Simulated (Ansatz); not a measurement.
Convergence study of the k-point mesh for TiCo (P4mm, 2 atoms in the cell)

```yaml
crystal:
  lattice:
    - [2.98103, 0.00000, 0.00000]
    - [0.00000, 2.98103, 0.00000]
    - [0.00000, 0.00000, 2.98103]
  atoms:
    - { symbol: Ti, position: [0.00000, 0.00000, 0.01677] }
    - { symbol: Co, position: [0.50000, 0.50000, 0.50000] }
```

Level of theory: LDA (PW92), default PAW files made with PBE (plane waves; Ansatz, an electronic-structure program).

Base settings: basis.ecutwfc = 420 eV; kpoints.mp_grid.grid = 11 11 11; hamiltonian.xc = lda; hamiltonian.pseudopotentials = {kind: paw} (the program's default PAW files); scf.occupations.method = fermi_dirac; scf.occupations.width = 0.1 eV.

The second cell is the first with its lattice scaled by 0.98.

Only quantities that move along the ladder and can be compared are tabulated.

The count of work is k-points × plane waves × bands × iterations; it is no time. 

The starting cell has typed, rounded lattice constants, without a prior relaxation at this level. Its lattice was rescaled by up to half a per cent. One atom was moved a little off its site on purpose. Spin polarisation is off. In the base run, with a pressure of about -14 GPa the cell is away from its equilibrium volume at this level. Ansatz's pressure includes its estimate of the finite-basis (Pulay) stress.

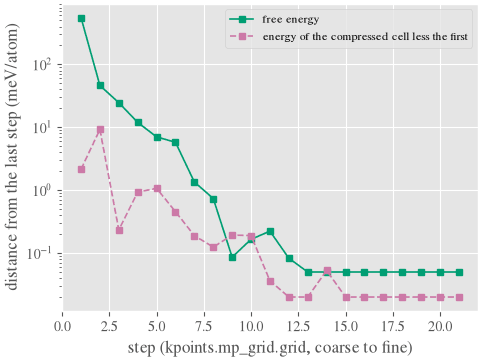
*Distance from the last step along the ladder; very small values are drawn at a floor.*

| kpoints.mp_grid.grid | free energy less the last step's (meV/atom) | energy of the compressed cell less the first (meV/atom) | pressure (GPa) | largest difference of a force vector from the last step's (eV/Å) | count of work / last |
|---|---|---|---|---|---|
| 2 2 2 | 556.16 | -47.04 | -13.61 | 0.257 | 0.0022 |
| 3 3 3 | -46.22 | -54.12 | -15.81 | 0.035 | 0.0017 |
| 4 4 4 | -24.63 | -45.13 | -14.24 | 0.003 | 0.0050 |
| 5 5 5 | 11.98 | -43.97 | -13.91 | 0.006 | 0.0050 |
| 6 6 6 | -7.04 | -43.82 | -13.97 | 0.016 | 0.011 |
| 7 7 7 | 5.78 | -44.44 | -14.01 | 0.004 | 0.011 |
| 8 8 8 | -1.35 | -45.08 | -14.15 | 0.001 | 0.021 |
| 9 9 9 | 0.74 | -44.77 | -14.09 | 0.002 | 0.021 |
| 10 10 10 | -0.09 | -45.09 | -14.15 | 0.000 | 0.035 |
| 11 11 11 | -0.17 | -44.71 | -14.09 | 0.001 | 0.035 |
| 12 12 12 | 0.22 | -44.93 | -14.12 | 0.000 | 0.054 |
| 13 13 13 | -0.08 | -44.90 | -14.12 | 0.000 | 0.054 |
| 14 14 14 | 0.05 | -44.91 | -14.12 | 0.001 | 0.080 |
| 16 16 16 | 0.04 | -44.84 | -14.11 | 0.000 | 0.11 |
| 17 17 17 | -0.02 | -44.90 | -14.12 | 0.000 | 0.11 |
| 19 19 19 | 0.01 | -44.90 | -14.12 | 0.000 | 0.15 |
| 21 21 21 | 0.01 | -44.89 | -14.12 | 0.000 | 0.20 |
| 24 24 24 | 0.00 | -44.89 | -14.12 | 0.000 | 0.33 |
| 26 26 26 | 0.00 | -44.89 | -14.12 | 0.000 | 0.41 |
| 29 29 29 | 0.00 | -44.89 | -14.12 | 0.000 | 0.50 |
| 32 32 32 | 0.00 | -44.89 | -14.12 | 0.000 | 0.72 |
| 36 36 36 | 0.00 | -44.90 | -14.12 | 0.000 | 1.0 |

Coarsest kpoints.mp_grid.grid that holds the free energy within 5 meV/atom of the last step, with all finer ones: 8 8 8, at 0.021 of the last step's count of work; the step before is off by 5.8 meV/atom.

Coarsest kpoints.mp_grid.grid that holds the pressure within 1 GPa of the last step, with all finer ones: 4 4 4, at 0.0050 of the last step's count of work; the step before is off by 1.7 GPa.

Coarsest kpoints.mp_grid.grid that holds the energy of the compressed cell less the first within 2 meV/atom of the last step, with all finer ones: 4 4 4, at 0.0050 of the last step's count of work; the step before is off by 9.2 meV/atom.

The energy difference between the two cells stays within 1 meV/atom of the last step's from 7 7 7 on, the total only from 9 9 9 on: much of the error is common to both cells and cancels.

Keys are those of Ansatz 0.2.
